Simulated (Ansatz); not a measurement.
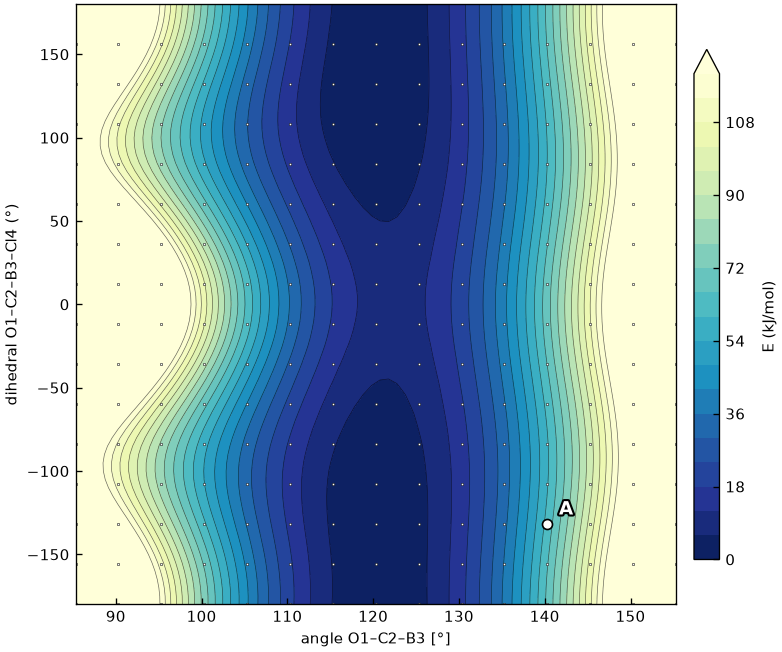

CH₂BClO, SMILES O=CBCl. First axis: angle O1–C2–B3. Second axis: dihedral O1–C2–B3–Cl4. Nothing is relaxed (all other coordinates rigid). Grid: 15 × 15 points. Points are written as (first, second). Energies: kJ/mol, counted from the relaxed molecule at the same level. Method: RHF/def2-TZVP in Ansatz.

Drawn: filled contours, dots at the grid points, one colour for all values above the top of the scale, the point A. Between grid points the surface is interpolated.

### Is A at rest? If not, where is it pushed?

A, at (140.3°, −132°), is not a stationary point. The computed force is 6.4 kJ/mol for each degree towards smaller values of angle O1–C2–B3 and 0.14 kJ/mol for each degree towards larger values of dihedral O1–C2–B3–Cl4.
